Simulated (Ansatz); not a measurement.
## LaCuSeO (P4/nmm): spin-orbit coupling beyond the local functionals

Aim: the spin-orbit change of the gap of LaCuSeO (P4/nmm).

Method: density functionals with and without spin-orbit coupling, plane waves, PAW, in Ansatz 0.2.0.

**What was measured.**

- Gap 2.82 eV: experimental gap quoted from literature; bulk crystal (quoted in “Optimizing accuracy and efficacy in data-driven materials discovery for the solar production of hydrogen”, 2021, arxiv:2102.01154).

## Step 1: The starting structure

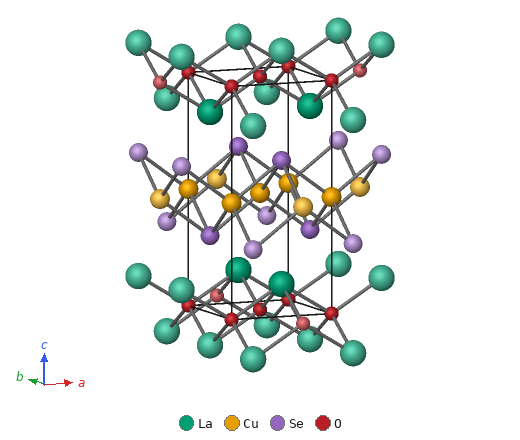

The cell as given, slightly off an axis (lanthanum teal, copper orange, selenium purple, oxygen red). Some periodic images of atoms are drawn too.

The cell and positions come from the Crystallography Open Database and are kept as given unless a step says otherwise. Spin-orbit coupling is left out unless a step names it.

## Step 2: HSE06, 4×4×2 mesh

This step: DFT, HSE06, plane waves, PAW; PAW set soft_1.

The input, input.yaml:

```yaml
crystal:
  lattice:
    - [4.06712, 0.0, 0.0]
    - [0.0, 4.06712, 0.0]
    - [0.0, 0.0, 8.7975]
  atoms:
    - { symbol: La, position: [0.5, 0.0, 0.1398] }
    - { symbol: La, position: [0.0, 0.5, 0.8602] }
    - { symbol: Cu, position: [0.5, 0.5, 0.5] }
    - { symbol: Cu, position: [0.0, 0.0, 0.5] }
    - { symbol: Se, position: [0.5, 0.0, 0.6698] }
    - { symbol: Se, position: [0.0, 0.5, 0.3302] }
    - { symbol: O, position: [0.5, 0.5, 0.0] }
    - { symbol: O, position: [0.0, 0.0, 0.0] }
kpoints:
  mp_grid: { grid: [4, 4, 2] }
  band_path:
    path:
      - [0.0, 0.0, 0.0]
      - [0.0, 0.5, 0.0]
      - [0.5, 0.5, 0.0]
      - [0.0, 0.0, 0.5]
      - [0.0, 0.5, 0.5]
      - [0.5, 0.5, 0.5]
    npoints: 1
hamiltonian:
  xc: hse06
  pseudopotentials: { kind: paw, azcp: { folder: soft_1 } }
scf:
  occupations: { method: fixed }
  n_extra_bands: 6
output:
  eigenvalues: true
```

Launch:

```console
> ansatz run input.yaml --threads 3 --pin off --max-ram 92160MiB --backend cuda --events-out ev --progress --plain --runs-dir out --devices 1 --max-vram 13GiB
```

Numbers of over 12 decimals in the logs are rounded to 6 here.

The program printed:

```text
scf.n_extra_bands = 6 over 52 filled bands (N_el = 104.0): the run solves 58 bands
GPUs: using 1 of 1 available (devices: 1).
Engine: ansatz 0.2.0, x86_64-unknown-linux-gnu
Pseudopotentials: kind: paw
Pseudopotential: La, paw, valence charge 11, recommended cutoff 420 eV (normal), soft_1/La.paw.azcp
Pseudopotential: Cu, paw, valence charge 19, recommended cutoff 420 eV (normal), soft_1/Cu.paw.azcp
Pseudopotential: Se, paw, valence charge 16, recommended cutoff 420 eV (normal), soft_1/Se.paw.azcp
Pseudopotential: O, paw, valence charge 6, recommended cutoff 420 eV (normal), soft_1/O.paw.azcp
Functional definition: HSE06
  parameter a = 0.25
  parameter omega = 0.11/bohr
  exchange = pbe_x - a*pbe_x_sr(omega) + a*exact_x_sr(omega)
  correlation = pbe_c
davidson cushion auto → on  (no smearing: the cushion is to keep the highest requested band from converging to the state above it; pin scf.eigensolver.cushion to override)
device memory: the entry about to start is reckoned to put 2.3 GiB on a device that reports 39.2 GiB free (of which the cap on the GPU budget leaves the run 13.0 GiB)
GPU FFT provider: cuFFT
GPU libraries: cuBLAS 13.8.2, cuFFT 12.4.0, cuSOLVER 12.3.4
Crystal: 8 atoms, lattice volume = 145.524 Å³
Basis set: ecut = 420 eV, 2837 PW (Γ)
Bands: 58, of which v1, the nominal top of the filled ones, is band 52 counted from 1 (51 counted from 0)
Symmetry: 16 space group operations
Space group: P4/nmm (ITA 129), of the structure as read, at distance tolerance 5.3e-5 Å
k-points: 12 of 32
Non-local potential: La, projectors of the file, l = 0: 3, l = 1: 2, l = 2: 2, l = 3: 3
Non-local potential: Cu, projectors of the file, l = 0: 3, l = 1: 2, l = 2: 3, l = 3: 1
Non-local potential: Se, projectors of the file, l = 0: 2, l = 1: 2, l = 2: 3, l = 3: 1
Non-local potential: O, projectors of the file, l = 0: 2, l = 1: 2, l = 2: 1
PAW form: soft (Blöchl's): semilocal exchange-correlation on the pseudo side does not see the compensation charge
PAW frozen core: La, regenerated for the run's functional, and the local potential with it (the file was generated under x = pbe(κ = 0.804, μ = 0.219515), c = pbe(β = 0.066725))
PAW frozen core: Cu, regenerated for the run's functional, and the local potential with it (the file was generated under x = pbe(κ = 0.804, μ = 0.219515), c = pbe(β = 0.066725))
PAW frozen core: Se, regenerated for the run's functional, and the local potential with it (the file was generated under x = pbe(κ = 0.804, μ = 0.219515), c = pbe(β = 0.066725))
PAW frozen core: O, regenerated for the run's functional, and the local potential with it (the file was generated under x = pbe(κ = 0.804, μ = 0.219515), c = pbe(β = 0.066725))
PAW one-centre angular grid: La, 590 points (default); XC on 64 Gauss nodes
PAW one-centre angular grid: Cu, 590 points (default); XC on 64 Gauss nodes
[...]
Frozen-core exchange: fock
SCF iter   1: F=—  HF=-37845.689140 eV  |F-HF|=—  |Δ(HF+E_count)|=         —  Δρ=1.55e-4  dr2=3.92e-5  ethr=3.02e-6  ⟨swp⟩=8.0  Hψ=1887  notcnv=0
preconditioner: auto → none  [insulator: Δε(μ)=2.736 eV  Ē_g=11.759 eV  n_scr=38 (ndim 8)  ℏωp=24.6 eV  f_vac=0.003]
SCF iter   2: F=—  HF=-37845.689140 eV  |F-HF|=—  |Δ(HF+E_count)|=   4.56e-7  Δρ=4.82e-5  dr2=5.41e-6  ethr=3.01e-8  ⟨swp⟩=6.0  Hψ=2423  notcnv=0  defer=2
SCF iter   3: F=—  HF=-37845.689148 eV  |F-HF|=—  |Δ(HF+E_count)|=   7.86e-6  Δρ=2.03e-5  dr2=6.88e-7  ethr=3.94e-9  ⟨swp⟩=6.7  Hψ=2306  notcnv=0  defer=54
iter 4 solved again at ethr=3.30e-11 eV; its pass at ethr=5.14e-10 eV (dr2=3.43e-8 eV) is discarded
SCF iter   4: F=-37845.689148 eV  HF=-37845.689148 eV  |F-HF|=1.72e-8  |Δ(HF+E_count)|=   1.14e-7  Δρ=5.94e-6  dr2=5.96e-8  ethr=3.30e-11  ⟨swp⟩=3.8  Hψ=3734  notcnv=0
SCF 3 converged in 4 iterations: F = -37845.689148 eV  dr2 = 5.96e-8
hybrid outer 2: dexx = +8.818e-6 eV, tail = 3.51e-7 eV, Δε = 6.88e-3 eV (about 2.53e-4 eV left of the loop's levels)
the search or the solves at the SCF's close seem to have found levels that the self-consistency loop had missed (the run counts 7). By its estimate they hold under 1e-12 electrons; where the run keeps them, the occupations were computed again with them
device memory: the entry about to start is reckoned to put 0.9 GiB on a device that reports 38.1 GiB free (of which the cap on the GPU budget leaves the run 13.0 GiB)
NSCF: frozen V_eff on 6 k-points
hybrid SCF converged: 2 outer / 13 inner (+9 warm-up), last move |dexx| = 8.82e-6 eV, tail = 3.51e-7 eV
Stability not checked: this state was not tested for a lower state beside it, because the functional holds exact exchange (a hybrid, or Hartree-Fock), whose exchange loop this test does not read (fock_operator; see scf.lower_state_search)
Free energy (F): -37845.689147 eV
Frozen-core exchange: fock
Harris-Foulkes:  -37845.689147 eV  (|F-HF|=1.72e-8)
Internal energy: -37845.689147 eV  (E = F + TS)
E sigma→0 (E₀):  -37845.689147 eV
Fermi energy:    11.017252 eV
--- Per-component energies (eV) ---
  E_band       = -1834.039781
  E_kinetic    = 1455.312717
  E_local      = -20648.633435  (includes V_loc(G=0)·N_el)
  E_nonlocal   = 1386.151174
  E_hartree    = 9624.161896
  E_xc         = -595.987028
  E_vxc        = -667.164416  (∫ρ·V_xc dr)
  E_exx        = -438.903250  (= α·E_x^exact, valence–valence)
  E_paw        = -18787.708728  (= ΣΔE_a)
  E_vpaw       = -1730.227886  (= ΣTr[D̂ρ^β])
  E_aug_tail   = 0.002568  (compensation charges beyond the density's cutoff)
  E_ewald      = -9837.101271
  E_core_change = -2.983789  (= ΣΔE_core)
  E_smearing   = -0.000000  (= −TS)
  E_closure    = -0.000000  (closes the sum)
  Σ components = -37845.689147   (vs F -37845.689147, Δ=0.00e0)
--- Band table (eV; the first three rows and the last of 12) ---
  k-point 0: bands = [... 48 lower, 9.0922, 10.5866, 11.0173, 11.0173, 13.7522, 13.7938, 14.0482, 14.8187, ... 2 higher]
  k-point 1: bands = [... 48 lower, 9.2074, 10.0176, 10.8960, 10.8960, 13.9014, 14.1661, 14.3070, 14.4921, ... 2 higher]
  k-point 2: bands = [... 48 lower, 9.6168, 10.0615, 10.3072, 10.7787, 14.3374, 14.3591, 15.3840, 15.4638, ... 2 higher]
  k-point 11: bands = [... 48 lower, 8.5261, 8.5261, 9.2424, 9.2424, 14.7352, 14.7352, 15.4593, 15.4593, ... 2 higher]
```

Wall time 45 s (1 × NVIDIA H100 80GB HBM3 (shared by 6 runs) with 3 threads of AMD EPYC 7R13 (Zen 3), shared host); peak memory 1.4 GiB.

In the SCF lines HF is the Harris–Foulkes energy and dr2 the Hartree energy of the density residual, in eV; the loop may stop once dr2 is under the threshold and the program's other checks hold. Hψ counts applications of the Hamiltonian.

Numbers from this step:

```yaml
gap: 2.735 eV
valence_top_at: Γ
conduction_bottom_at: Γ
least_direct_gap: 2.735 eV
exact_exchange_fraction: 0.25
```

The gap is direct, at Γ.

## Step 3: HSE06+SOC, 4×4×2 mesh

Spin-orbit coupling can split or shift the edges; a non-collinear run measures by how much.

This step: DFT, HSE06 with spin-orbit coupling, plane waves, PAW; PAW set soft_1.

input.yaml: that of step 2 with these lines changed.

```diff
@@ -27,6 +27,9 @@
   xc: hse06
-  pseudopotentials: { kind: paw, azcp: { folder: soft_1 } }
+  pseudopotentials: { kind: paw_fr, azcp: { folder: soft_1 } }
 scf:
   occupations: { method: fixed }
-  n_extra_bands: 6
+  n_extra_bands: 12
+magnetization:
+  noncollinear: true
+  spin_orbit: true
 output:
```

The program printed:

```text
[...]
GPUs: using 1 of 1 available (devices: 1).
[...]
non-collinear run that drives no moment, with spin-orbit: no starting moment large enough to seed its density (crystal.atoms[].spin), no starting occupations that ask for one, no magnetisation constraint and no magnetic field, so the semilocal B_xc is pinned to zero
[...]
GPU FFT provider: cuFFT
GPU libraries: cuBLAS 13.8.2, cuFFT 12.4.0, cuSOLVER 12.3.4
Crystal: 8 atoms, lattice volume = 145.524 Å³
Basis set: ecut = 420 eV, 2837 PW (Γ)
Bands: 116, of which v1, the nominal top of the filled ones, is band 104 counted from 1 (103 counted from 0)
Symmetry: 16 space group operations + 16 with time reversal
[...]
k-points: 12 of 32
Projection manifold: j_resolved (fully-relativistic pseudo-atomic orbitals)
[...]
GPU buffer pool allocated for 54000 grid points (all kernels)
[...]
SCF iter   1: F=—  HF=-37847.609840 eV  |F-HF|=—  |Δ(HF+E_count)|=         —  Δρ=5.51e-2  dr2=5.52e0  dr2_m=0.00e0 (ungated)  ethr=1.00e-1  |M|=0.00e0 ∫|m|=0.00e0 μB  |m|>n=0.0e0 m-floor=0.0e0 τ_xc=0.0e0  β_m=0.30  ⟨swp⟩=3.0  Hψ=5420  notcnv=0
[...]
SCF iter   8: F=-37846.767814 eV  HF=-37846.767866 eV  |F-HF|=5.21e-5  |Δ(HF+E_count)|=   3.21e-5  Δρ=2.16e-4  dr2=6.50e-5  dr2_m=0.00e0 (ungated)  ethr=3.88e-7  |M|=0.00e0 ∫|m|=0.00e0 μB  |m|>n=0.0e0 m-floor=0.0e0 τ_xc=0.0e0  ⟨swp⟩=5.5  Hψ=4056  notcnv=0
SCF 1 stopped early in 8 iterations: F = -37846.767814 eV  dr2 = 6.50e-5
[...]
GPU FFT provider: cuFFT
GPU libraries: cuBLAS 13.8.2, cuFFT 12.4.0, cuSOLVER 12.3.4
Projection manifold: j_resolved (fully-relativistic pseudo-atomic orbitals)
[...]
GPU buffer pool allocated for 54000 grid points (all kernels)
[...]
Frozen-core exchange: fock
SCF iter   1: F=—  HF=-37840.934664 eV  |F-HF|=—  |Δ(HF+E_count)|=         —  Δρ=3.33e-2  dr2=1.29e0  dr2_m=0.00e0 (ungated)  ethr=6.25e-7  |M|=0.00e0 ∫|m|=0.00e0 μB  |m|>n=0.0e0 m-floor=0.0e0 τ_xc=0.0e0  β_m=0.30  ⟨swp⟩=17.0  Hψ=10133  notcnv=0
[...]
SCF iter   8: F=-37840.709158 eV  HF=-37840.709169 eV  |F-HF|=1.07e-5  |Δ(HF+E_count)|=   1.65e-5  Δρ=1.10e-4  dr2=3.84e-5  dr2_m=0.00e0 (ungated)  ethr=5.95e-8  |M|=0.00e0 ∫|m|=0.00e0 μB  |m|>n=0.0e0 m-floor=0.0e0 τ_xc=0.0e0  ⟨swp⟩=6.1  Hψ=4434  notcnv=0  defer=20
SCF 2 stopped early in 8 iterations: F = -37840.709158 eV  dr2 = 3.84e-5
hybrid outer 1: dexx = +7.897e-2 eV, tail = 6.49e-4 eV
GPU FFT provider: cuFFT
GPU libraries: cuBLAS 13.8.2, cuFFT 12.4.0, cuSOLVER 12.3.4
Projection manifold: j_resolved (fully-relativistic pseudo-atomic orbitals)
GPU buffer pool allocated for 54000 grid points (all kernels)
[...]
Frozen-core exchange: fock
SCF iter   1: F=—  HF=-37840.705421 eV  |F-HF|=—  |Δ(HF+E_count)|=         —  Δρ=1.98e-4  dr2=7.46e-5  dr2_m=0.00e0 (ungated)  ethr=3.12e-6  |M|=0.00e0 ∫|m|=0.00e0 μB  |m|>n=0.0e0 m-floor=0.0e0 τ_xc=0.0e0  β_m=0.30  ⟨swp⟩=8.2  Hψ=3778  notcnv=0
[...]
SCF iter   5: F=-37840.705424 eV  HF=-37840.705424 eV  |F-HF|=1.54e-8  |Δ(HF+E_count)|=   1.55e-8  Δρ=3.34e-6  dr2=3.46e-8  dr2_m=0.00e0 (ungated)  ethr=1.46e-10  |M|=0.00e0 ∫|m|=0.00e0 μB  |m|>n=0.0e0 m-floor=0.0e0 τ_xc=0.0e0  ⟨swp⟩=6.4  Hψ=4223  notcnv=0  defer=16
SCF 3 converged in 5 iterations: F = -37840.705424 eV  dr2 = 3.46e-8
[...]
NSCF: frozen V_eff on 6 k-points
[...]
Magnetization: |M| = 0.0000 μB,  M = (+0.0000, +0.0000, +0.0000) μB
Absolute magnetization: 0.0000 μB (∫|m|)
  site 0: m = (+0.0000, +0.0000, +0.0000) μB, |m| = 0.0000 μB  (R = 0.98 Å)
  site 1: m = (+0.0000, +0.0000, +0.0000) μB, |m| = 0.0000 μB  (R = 0.98 Å)
  site 2: m = (+0.0000, +0.0000, +0.0000) μB, |m| = 0.0000 μB  (R = 1.04 Å)
  site 3: m = (+0.0000, +0.0000, +0.0000) μB, |m| = 0.0000 μB  (R = 1.04 Å)
  site 4: m = (+0.0000, +0.0000, +0.0000) μB, |m| = 0.0000 μB  (R = 1.04 Å)
  site 5: m = (+0.0000, +0.0000, +0.0000) μB, |m| = 0.0000 μB  (R = 1.04 Å)
  site 6: m = (+0.0000, +0.0000, +0.0000) μB, |m| = 0.0000 μB  (R = 0.98 Å)
  site 7: m = (+0.0000, +0.0000, +0.0000) μB, |m| = 0.0000 μB  (R = 0.98 Å)
Free energy (F): -37840.705423 eV
Frozen-core exchange: fock
[...]
Internal energy: -37840.705423 eV  (E = F + TS)
E sigma→0 (E₀):  -37840.705423 eV
Fermi energy:    11.097373 eV
[...]
--- Band table (eV; the first three rows and the last of 12) ---
  k-point 0: bands = [... 100 lower, 10.9553, 10.9553, 11.0974, 11.0974, 13.7402, 13.7402, 13.7845, 13.7845, ... 8 higher]
  k-point 1: bands = [... 100 lower, 10.8124, 10.8124, 10.9724, 10.9724, 13.8925, 13.8925, 14.1536, 14.1536, ... 8 higher]
  k-point 2: bands = [... 100 lower, 10.2968, 10.2968, 10.7783, 10.7783, 14.2986, 14.2986, 14.3731, 14.3731, ... 8 higher]
  k-point 11: bands = [... 100 lower, 9.2460, 9.2460, 9.2460, 9.2460, 14.7194, 14.7194, 14.7194, 14.7194, ... 8 higher]
```

The job ended after 2.9 min (1 × NVIDIA H100 80GB HBM3 (shared by 6 runs) with 3 threads; peak memory 2.7 GiB; 6.5 min of CPU time).

This step gave:

```
gap                     : 2.643 eV
valence top at          : Γ
conduction bottom at    : Γ
least direct gap        : 2.643 eV
exact-exchange fraction : 0.25
```

The gap stands −0.09 eV against HSE06.

## Step 4: Together

Times are wall times on 1 × NVIDIA H100 80GB HBM3 (shared by 6 runs) with 3 threads of AMD EPYC 7R13 (Zen 3), shared host, good to a factor of about two.

```csv
level,gap (eV),with coupling (eV),change (eV),time,with coupling
HSE06,2.73,2.64,−0.09,45 s,2.9 min
```

## Step 5: Summary of results

```yaml
hse06: 2.73 eV
hse06_soc: 2.64 eV
```

In words: Spin-orbit coupling changes the gap by −0.09 eV and the least direct gap by −0.09 eV. Against experiment, by HSE06+SOC: the gap of 2.64 eV lies −0.18 eV from the measured 2.82 eV (kind not stated, quoted 2021). The lattice is static and excitons are left out. The runs have no spin polarisation. For a closed low-spin shell that is the natural state; where a d or f shell is open it is a constraint, and the gap is then not the crystal's own.

[Paths, hosts, dates, memory and timing lines, banners, echoed tables and standing remarks are left out of the program output.]

[Logs are printed without paths, hosts, clocks, repeated set-up lines and the standing remarks that a program may print on its own settings, such as how far it seeks lower states.]

[Runs of the session that timed out or met a known fault of the program may be left out.]

[Cells called generated may have been cut or substituted from an entry of the Crystallography Open Database or the Materials Project.]

[Hosts, paths, dates, database ids (printed as entryN), source tags and the programs' standing remarks are cut or masked in the printed files.]
